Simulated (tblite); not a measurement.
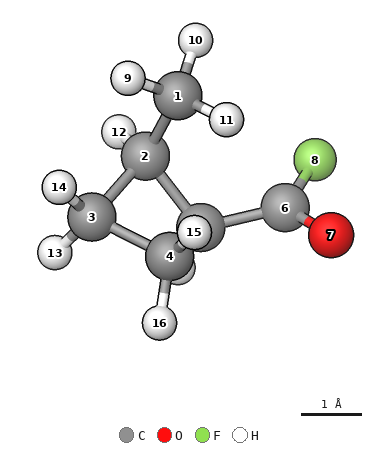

Starting structure of C6H9FO. Style: ball-and-stick. Shown at a tilt.

The calculation used GFN2-xTB geometry optimisation, gas phase (tblite 0.8.0).

```xyz
17

C    -1.0424    1.1062   -0.5817
C    -0.5244   -0.3209   -0.6748
C    -0.9028   -1.1208    0.5930
C     0.2884   -0.4140    1.2373
C     0.8989   -0.4601   -0.1231
C     1.8155    0.6152   -0.5125
O     2.3441    1.2882    0.3650
F     2.1162    0.8936   -1.8247
H    -2.0911    1.0674   -0.1617
H    -1.1425    1.5619   -1.5840
H    -0.4251    1.7218    0.0695
H    -0.7503   -0.8461   -1.5964
H    -0.7967   -2.1978    0.5027
H    -1.8931   -0.7910    0.9585
H     0.0364    0.5555    1.6744
H     0.7790   -1.1497    1.9486
H     1.2828   -1.4974   -0.3001
```

### Where does the relaxation end?

After 60 geometry steps the energy has fallen by 23.4 kcal/mol. H15 moves most after the best rigid fit: 0.86 Å. Largest moves by element: H 0.86 Å, O 0.53 Å, C 0.43 Å, F 0.20 Å. Some distances before and after: C6–O7 1.226 → 1.180 Å, C4–C5 1.492 → 1.536 Å, C1–H9 1.130 → 1.088 Å, C5–H17 1.120 → 1.091 Å. Bond angles that change, for instance: C5–C6–F8 122.6° → 110.6°, C5–C6–O7 118.8° → 130.6°, C3–C4–H16 107.5° → 115.9°. Groups turn about C1–C2 by about 35°, C2–C5 by about 30°, C5–C6 by about 25°. Cost: 1.2 s on 1 thread of Intel(R) Xeon(R) Processor @ 2.50GHz (shared host).

Step by step:

```csv
step,"E − E(0), kcal/mol"
0,0.00
1,-6.24
2,-9.96
3,-12.26
4,-14.94
5,-15.85
6,-16.56
7,-17.11
8,-17.56
9,-17.89
10,-18.16
13,-18.82
15,-19.31
18,-19.90
21,-20.52
23,-20.90
26,-21.31
28,-21.63
31,-22.31
34,-22.82
36,-23.13
39,-23.33
42,-23.39
44,-23.40
47,-23.41
49,-23.41
52,-23.41
55,-23.42
57,-23.42
60,-23.42
```

Final geometry:

```xyz
17

C    -1.1062    1.0537   -0.8297
C    -0.5925   -0.3509   -0.5658
C    -0.9658   -0.9198    0.8153
C     0.4954   -0.7892    1.2686
C     0.9146   -0.4412   -0.1672
C     1.6913    0.8108   -0.3321
O     1.9689    1.6509    0.4488
F     2.1074    0.9533   -1.6320
H    -2.1867    1.0321   -0.9562
H    -0.6632    1.4630   -1.7357
H    -0.8692    1.7144    0.0014
H    -0.8467   -0.9973   -1.4076
H    -1.3146   -1.9493    0.7777
H    -1.6831   -0.3237    1.3737
H     0.6674    0.0387    1.9531
H     0.9480   -1.6892    1.6769
H     1.4277   -1.2439   -0.6992
```

After the run, drawn alike:

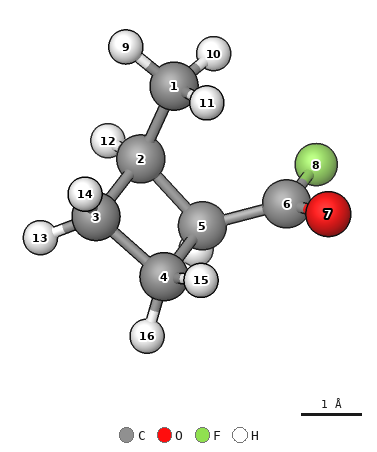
